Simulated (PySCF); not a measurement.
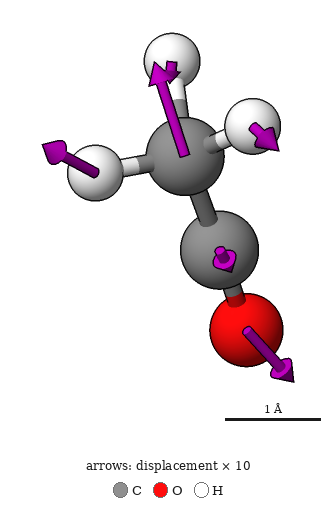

This is a relaxation of C2H3O (charge +1). The starting structure is drawn; purple arrows show the displacements, 10 times their true length. The two geometries are superimposed by the best rigid fit.

Style: ball-and-stick. Shown from a free direction.

The start comes from GFN2-xTB. Its atoms were then displaced at random by about 0.03 Å.

The calculation used PySCF, PBE0-D3(BJ)/def2-SVP geometry optimisation, gas phase. 

What happened in the run?

After 5 geometry steps the energy has fallen by 0.787 eV. The atom that moves furthest after the best rigid fit is a C atom (0.11 Å). By element the largest moves are C 0.11 Å, O 0.09 Å, H 0.09 Å. Among the contacts that change: C–C 1.298 → 1.420 Å, C–H 1.213 → 1.106 Å, C–H 1.047 → 1.106 Å, C–O 1.070 → 1.116 Å. Bond angles that change, for instance: H–C–H 102.3° → 110.5°, C–C–H 116.5° → 108.5°, H–C–H 104.8° → 110.5°.
